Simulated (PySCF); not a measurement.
# The bond of AlC−, level by level, part 2 of 2

PySCF 2.14.0; Al aug-cc-pVDZ-DK, C aug-cc-pVDZ-DK; spin-free X2C with a Gaussian nucleus. Earlier steps stand in the parts before.

## (8) MN15 (hybrid meta-GGA)

Output of the SCF at 1.908 Å:

```text
[... 13 set-up lines left out, the same as in an earlier log ...]
max_memory 909 MB (current use 322 MB)
[... 3 set-up lines left out, the same as in an earlier log ...]
XC functionals = MN15
    H. S. Yu, X. He, S. L. Li, and D. G. Truhlar.,  Chem. Sci. 7, 5032-5051 (2016)
    H. S. Yu, X. He, S. L. Li, and D. G. Truhlar.,  Chem. Sci. 7, 5032-5051 (2016)
[... 2 set-up lines left out, the same as in an earlier log ...]
init E= -280.745303889425
cycle= 1 E= -280.750128122957  delta_E= -0.00482  |g|= 0.0133  |ddm|= 0.762
cycle= 2 E= -280.750080760502  delta_E= 4.74e-05  |g|= 0.0211  |ddm|= 0.135
cycle= 3 E= -280.750435494657  delta_E= -0.000355  |g|= 0.00379  |ddm|= 0.0442
cycle= 4 E= -280.750466412744  delta_E= -3.09e-05  |g|= 0.0017  |ddm|= 0.0284
cycle= 5 E= -280.750472630188  delta_E= -6.22e-06  |g|= 0.0005  |ddm|= 0.0152
cycle= 6 E= -280.750473635372  delta_E= -1.01e-06  |g|= 0.000248  |ddm|= 0.00518
cycle= 7 E= -280.750473940125  delta_E= -3.05e-07  |g|= 0.000106  |ddm|= 0.00229
cycle= 8 E= -280.750474086524  delta_E= -1.46e-07  |g|= 5.85e-05  |ddm|= 0.00199
cycle= 9 E= -280.750474133789  delta_E= -4.73e-08  |g|= 2.03e-05  |ddm|= 0.00158
cycle= 10 E= -280.750474140421  delta_E= -6.63e-09  |g|= 5.4e-06  |ddm|= 0.000895
cycle= 11 E= -280.750474140645  delta_E= -2.24e-10  |g|= 2.38e-06  |ddm|= 0.000193
Extra cycle  E= -280.75047414064  delta_E= 5.51e-12  |g|= 4.49e-06  |ddm|= 2.1e-05
converged SCF energy = -280.75047414064  <S^2> = 2.132876  2S+1 = 3.0873134
```

Re = 1.899 Å, ωe = 687 cm⁻¹, ωexe = 6.44 cm⁻¹, αe = 0.00630 cm⁻¹, Be = 0.5631 cm⁻¹, De = 3.25 eV, μ = -1.88 D.

## (9) B3LYP

Log of the SCF at 1.908 Å:

```text
[... 13 set-up lines left out, the same as in an earlier log ...]
max_memory 909 MB (current use 323 MB)
[... 3 set-up lines left out, the same as in an earlier log ...]
XC functionals = B3LYP
    P. J. Stephens, F. J. Devlin, C. F. Chabalowski, and M. J. Frisch.,  J. Phys. Chem. 98, 11623 (1994)
[... 2 set-up lines left out, the same as in an earlier log ...]
init E= -280.852063901619
cycle= 1 E= -280.852466429392  delta_E= -0.000403  |g|= 0.0219  |ddm|= 0.24
cycle= 2 E= -280.849361213921  delta_E= 0.00311  |g|= 0.0639  |ddm|= 0.15
cycle= 3 E= -280.852893346012  delta_E= -0.00353  |g|= 0.00321  |ddm|= 0.115
cycle= 4 E= -280.852915690061  delta_E= -2.23e-05  |g|= 0.00116  |ddm|= 0.0101
cycle= 5 E= -280.852930444227  delta_E= -1.48e-05  |g|= 0.000727  |ddm|= 0.0143
cycle= 6 E= -280.85293513569  delta_E= -4.69e-06  |g|= 0.000581  |ddm|= 0.00869
cycle= 7 E= -280.852937006724  delta_E= -1.87e-06  |g|= 0.000134  |ddm|= 0.00703
cycle= 8 E= -280.852937138902  delta_E= -1.32e-07  |g|= 3.75e-05  |ddm|= 0.00213
cycle= 9 E= -280.85293714338  delta_E= -4.48e-09  |g|= 5.7e-06  |ddm|= 0.000418
cycle= 10 E= -280.852937143556  delta_E= -1.76e-10  |g|= 1.21e-06  |ddm|= 6.47e-05
Extra cycle  E= -280.852937143563  delta_E= -6.42e-12  |g|= 6.48e-07  |ddm|= 9.54e-06
converged SCF energy = -280.852937143563  <S^2> = 2.0921107  2S+1 = 3.0607912
```

Re = 1.903 Å, ωe = 688 cm⁻¹, ωexe = 6.56 cm⁻¹, αe = 0.00616 cm⁻¹, Be = 0.5603 cm⁻¹, De = 2.99 eV, μ = -1.98 D.

## (10) CAM-B3LYP (range-separated hybrid)

The SCF at the reference distance, 1.908 Å, printed:

```text
[... 13 set-up lines left out, the same as in an earlier log ...]
max_memory 909 MB (current use 312 MB)
[... 3 set-up lines left out, the same as in an earlier log ...]
XC functionals = CAMB3LYP
    T. Yanai, D. P. Tew, and N. C. Handy.,  Chem. Phys. Lett. 393, 51 (2004)
[... 2 set-up lines left out, the same as in an earlier log ...]
init E= -280.804360345909
cycle= 1 E= -280.804990703343  delta_E= -0.00063  |g|= 0.0156  |ddm|= 0.25
cycle= 2 E= -280.804779445534  delta_E= 0.000211  |g|= 0.0235  |ddm|= 0.0827
cycle= 3 E= -280.805223375425  delta_E= -0.000444  |g|= 0.00188  |ddm|= 0.0449
cycle= 4 E= -280.805235771025  delta_E= -1.24e-05  |g|= 0.000521  |ddm|= 0.0139
cycle= 5 E= -280.805237576659  delta_E= -1.81e-06  |g|= 0.000244  |ddm|= 0.00501
cycle= 6 E= -280.805237953393  delta_E= -3.77e-07  |g|= 7.49e-05  |ddm|= 0.00285
cycle= 7 E= -280.805237975711  delta_E= -2.23e-08  |g|= 1.93e-05  |ddm|= 0.00073
cycle= 8 E= -280.805237976767  delta_E= -1.06e-09  |g|= 1.11e-05  |ddm|= 0.000103
cycle= 9 E= -280.805237977863  delta_E= -1.1e-09  |g|= 7.28e-06  |ddm|= 9.58e-05
cycle= 10 E= -280.805237978851  delta_E= -9.88e-10  |g|= 2.89e-06  |ddm|= 0.000154
Extra cycle  E= -280.805237978896  delta_E= -4.51e-11  |g|= 2.31e-06  |ddm|= 1.49e-05
converged SCF energy = -280.805237978896  <S^2> = 2.141183  2S+1 = 3.0926901
```

Re = 1.889 Å, ωe = 694 cm⁻¹, ωexe = 7.95 cm⁻¹, αe = 0.00698 cm⁻¹, Be = 0.5686 cm⁻¹, De = 2.87 eV, μ = -1.94 D.

## (11) ROHF

Output of the SCF at 1.908 Å:

```text
******** <class 'pyscf.scf.hf_symm.SymAdaptedROHF'> ********
method = SymAdaptedROHF
[... 11 set-up lines left out, the same as in an earlier log ...]
max_memory 909 MB (current use 319 MB)
num. doubly occ = 9  num. singly occ = 2
Overwritten attributes  get_jk get_j get_occ get_hcore get_k  of <class 'pyscf.scf.hf_symm.SymAdaptedROHF'>
<class 'pyscf.scf.hf_symm.SymAdaptedROHF'> does not have attributes  refdm
[... 1 set-up line left out, the same as in an earlier log ...]
init E= -280.075698159825
cycle= 1 E= -280.071308121308  delta_E= 0.00439  |g|= 0.0452  |ddm|= 0.572
cycle= 2 E= -280.072876099123  delta_E= -0.00157  |g|= 0.0312  |ddm|= 0.399
cycle= 3 E= -280.073527522557  delta_E= -0.000651  |g|= 0.0183  |ddm|= 0.303
cycle= 4 E= -280.073156877678  delta_E= 0.000371  |g|= 0.0214  |ddm|= 0.295
cycle= 5 E= -280.074664611408  delta_E= -0.00151  |g|= 0.00589  |ddm|= 0.174
cycle= 6 E= -280.074722822704  delta_E= -5.82e-05  |g|= 0.0036  |ddm|= 0.129
cycle= 7 E= -280.074754459628  delta_E= -3.16e-05  |g|= 0.00189  |ddm|= 0.146
cycle= 8 E= -280.074762504625  delta_E= -8.04e-06  |g|= 0.0011  |ddm|= 0.0482
cycle= 9 E= -280.074765879914  delta_E= -3.38e-06  |g|= 0.000572  |ddm|= 0.0153
cycle= 10 E= -280.074766760534  delta_E= -8.81e-07  |g|= 0.000142  |ddm|= 0.00798
cycle= 11 E= -280.074766800912  delta_E= -4.04e-08  |g|= 6.92e-05  |ddm|= 0.00083
cycle= 12 E= -280.074766811199  delta_E= -1.03e-08  |g|= 4.5e-05  |ddm|= 0.000354
cycle= 13 E= -280.074766816871  delta_E= -5.67e-09  |g|= 1.15e-05  |ddm|= 0.000253
cycle= 14 E= -280.074766817219  delta_E= -3.48e-10  |g|= 5.67e-06  |ddm|= 0.000165
Extra cycle  E= -280.074766817029  delta_E= 1.9e-10  |g|= 8.89e-06  |ddm|= 0.000124
converged SCF energy = -280.074766817029
```

Re = 1.870 Å, ωe = 764 cm⁻¹, ωexe = 5.31 cm⁻¹, αe = 0.00529 cm⁻¹, Be = 0.5803 cm⁻¹, De = 1.40 eV, μ = -1.49 D. 1.8 s of CPU time for 12 points, integrals apart.

## (12) MP2 and coupled cluster

Reference: ROHF; core orbitals frozen: 6.

Log of the coupled-cluster run at 1.908 Å:

```text
******** <class 'pyscf.cc.uccsd.UCCSD'> ********
CC2 = 0
CCSD nocc = (np.int64(5), np.int64(3)), nmo = (44, 44)
frozen orbitals [[0, 1, 2, 3, 4, 5], [0, 1, 2, 3, 4, 5]]
max_cycle = 80
direct = 0
conv_tol = 1e-07
conv_tol_normt = 1e-05
diis_space = 8
diis_start_cycle = 0
diis_start_energy_diff = 1e+09
max_memory 909 MB (current use 410 MB)
Init t2, MP2 energy = -0.161939766147477
Init E_corr(UCCSD) = -0.165340184710397
cycle = 1  E_corr(UCCSD) = -0.180661826248656  dE = -0.0153216415  norm(t1,t2) = 0.111846
cycle = 2  E_corr(UCCSD) = -0.189216078191264  dE = -0.00855425194  norm(t1,t2) = 0.0514318
cycle = 3  E_corr(UCCSD) = -0.191800895570483  dE = -0.00258481738  norm(t1,t2) = 0.0384299
cycle = 4  E_corr(UCCSD) = -0.196267344537116  dE = -0.00446644897  norm(t1,t2) = 0.0245863
cycle = 5  E_corr(UCCSD) = -0.19641896790646  dE = -0.000151623369  norm(t1,t2) = 0.0118816
cycle = 6  E_corr(UCCSD) = -0.196458987012589  dE = -4.00191061e-05  norm(t1,t2) = 0.00594908
cycle = 7  E_corr(UCCSD) = -0.196673583600104  dE = -0.000214596588  norm(t1,t2) = 0.0025882
cycle = 8  E_corr(UCCSD) = -0.196646861984132  dE = 2.6721616e-05  norm(t1,t2) = 0.00123938
cycle = 9  E_corr(UCCSD) = -0.196633724278789  dE = 1.31377053e-05  norm(t1,t2) = 0.000799833
cycle = 10  E_corr(UCCSD) = -0.196657759157191  dE = -2.40348784e-05  norm(t1,t2) = 0.000390979
cycle = 11  E_corr(UCCSD) = -0.196656667567081  dE = 1.09159011e-06  norm(t1,t2) = 0.000181009
cycle = 12  E_corr(UCCSD) = -0.196658457871352  dE = -1.79030427e-06  norm(t1,t2) = 7.80698e-05
cycle = 13  E_corr(UCCSD) = -0.196657135990529  dE = 1.32188082e-06  norm(t1,t2) = 4.05675e-05
cycle = 14  E_corr(UCCSD) = -0.196657615001729  dE = -4.790112e-07  norm(t1,t2) = 2.19061e-05
cycle = 15  E_corr(UCCSD) = -0.19665812042972  dE = -5.05427991e-07  norm(t1,t2) = 8.84478e-06
cycle = 16  E_corr(UCCSD) = -0.196658180977105  dE = -6.05473845e-08  norm(t1,t2) = 4.29689e-06
UCCSD converged
E(UCCSD) = -280.2714249980061  E_corr = -0.1966581809771049
UCCSD(T) correction = -0.0121457645255553
```

Correlation energy (eV) along the bond:

```tsv
R (Å)	MP2	SCS-MP2	CCSD	CCSD(T)	T1
1.641	-4.260	-4.196	n/a	n/a	n/a
1.717	-4.327	-4.262	-5.186	-5.480	0.068
1.794	-4.397	-4.329	-5.253	-5.561	0.069
1.851	-4.448	-4.379	-5.302	-5.622	0.070
1.908	-4.497	-4.427	-5.351	-5.682	0.072
1.965	-4.543	-4.472	-5.399	-5.740	0.073
2.042	-4.596	-4.524	-5.461	-5.815	0.077
2.137	-4.643	-4.575	-5.534	-5.902	0.083
2.251	-4.664	-4.602	-5.616	-5.995	0.096
2.404	-4.610	-4.568	n/a	n/a	n/a
```

ROHF-MP2: Re = 1.922 Å, ωe = 700 cm⁻¹, ωexe = 2.83 cm⁻¹, αe = 0.00436 cm⁻¹, Be = 0.5494 cm⁻¹, De = 2.75 eV.

ROHF-SCS-MP2: Re = 1.921 Å, ωe = 698 cm⁻¹, ωexe = 3.23 cm⁻¹, αe = 0.00457 cm⁻¹, Be = 0.5500 cm⁻¹, De = 2.77 eV.

ROHF-CCSD: Re = 1.924 Å, ωe = 677 cm⁻¹, ωexe = 5.74 cm⁻¹, αe = 0.00577 cm⁻¹, Be = 0.5484 cm⁻¹, De = 2.62 eV.

ROHF-CCSD(T): Re = 1.937 Å, ωe = 659 cm⁻¹, ωexe = 5.40 cm⁻¹, αe = 0.00571 cm⁻¹, Be = 0.5408 cm⁻¹, De = 2.85 eV.

## (13) All curves

Energy (eV) from each level's lowest point:

```tsv
R (Å)	ROHF	ROHF-MP2	ROHF-SCS-MP2	ROHF-CCSD	ROHF-CCSD(T)	PBE	BP86	r²SCAN	B3LYP	PBE0	MN15	CAM-B3LYP
1.641	0.681	0.910	0.903	n/a	n/a	0.840	0.840	0.808	0.783	0.781	0.749	0.712
1.717	0.264	0.425	0.421	0.421	0.459	0.382	0.382	0.359	0.345	0.342	0.325	0.296
1.794	0.056	0.148	0.145	0.146	0.169	0.125	0.126	0.113	0.105	0.103	0.095	0.078
1.851	0.000	0.041	0.039	0.040	0.052	0.031	0.031	0.026	0.022	0.021	0.017	0.009
1.908	0.009	0.000	0.000	0.000	0.001	0.000	0.000	0.000	0.000	0.000	0.000	0.000
1.965	0.066	0.012	0.012	0.009	0.000	0.018	0.018	0.021	0.025	0.025	0.028	0.034
2.042	0.197	0.090	0.090	0.079	0.056	0.098	0.097	0.100	0.109	0.106	0.115	0.126
2.137	0.416	0.261	0.259	0.224	0.188	0.256	0.254	0.251	0.265	0.256	0.273	0.282
2.251	0.716	0.541	0.532	0.443	0.395	0.489	0.487	0.470	0.485	0.467	0.497	0.495
2.404	1.122	1.000	0.972	n/a	n/a	0.815	0.815	0.776	0.787	0.760	0.807	0.782
```

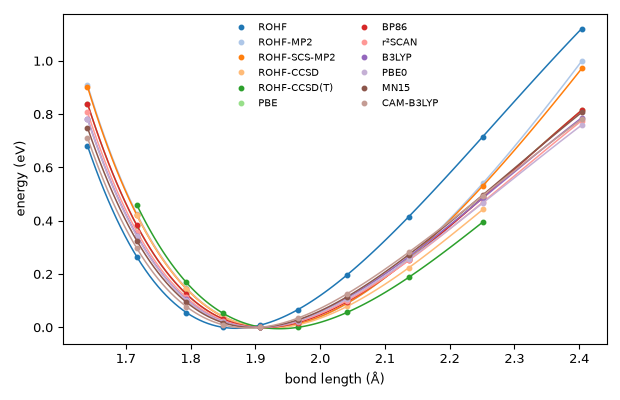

All levels on one scale; every curve starts from its own lowest point. Far from equilibrium a single determinant need not separate into the right atoms, and MP2 on it can jump.

The whole job (state search and all levels along the bond) took 2.4 min on 1 thread of Arm Neoverse V1 (shared host), peak memory 0.62 GiB.

## (14) Results

The summary covers parts 1 to 2.

Lowest PBE0 solution found, without spin–orbit coupling: ³Π (triplet), unpaired electrons σ ↑, π ↑. State 2 has its PBE0 minimum 0.29 eV higher, as a spin-mixed determinant (⟨S²⟩ = 1.02), so this is no gap between pure states. The other levels ran on the lowest alone.

```tsv
level	Re (Å)	ωe (cm⁻¹)	De (eV)	μ (D)
ROHF	1.870	764	1.40	-1.49
ROHF-MP2	1.922	700	2.75	n/a
ROHF-SCS-MP2	1.921	698	2.77	n/a
ROHF-CCSD	1.924	677	2.62	n/a
ROHF-CCSD(T)	1.937	659	2.85	n/a
PBE	1.913	689	3.27	-1.84
BP86	1.913	688	3.26	-1.91
r²SCAN	1.908	680	3.16	-1.37
B3LYP	1.903	688	2.99	-1.98
PBE0	1.903	682	3.03	-1.63
MN15	1.899	687	3.25	-1.88
CAM-B3LYP	1.889	694	2.87	-1.94
```

De is counted to Al + C− in their ground configurations. A positive dipole points from Al to C; in an ion it is taken about the centre of mass and does not tell which atom is negative.

Time per point (s) on 1 thread of Arm Neoverse V1, shared host (CPU time, shared integrals of 0.085 s apart; correlated levels include their reference; CCSD comes with the CCSD(T) run); the times are rough: ROHF 0.15, ROHF-MP2 0.24, ROHF-SCS-MP2 0.24, ROHF-CCSD(T) 3, PBE 0.64, BP86 0.44, r²SCAN 0.98, B3LYP 0.78, PBE0 0.94, MN15 1.1, CAM-B3LYP 1.

In words: The methods spread over 0.067 Å in bond length, from ROHF to ROHF-CCSD(T). Among the levels with a De in the table, it runs from 1.40 eV (ROHF) to 3.27 eV (PBE).

Correlated steps freeze 6 core orbitals. T1 is 0.072 near the minimum (highest on the curve 0.096), which may point to more than one leading configuration. With some functionals the highest level of the anion is positive, from self-interaction error or because the anion is truly unbound there; the finite basis then holds the extra electron, and no neutral molecule was run to test the binding.
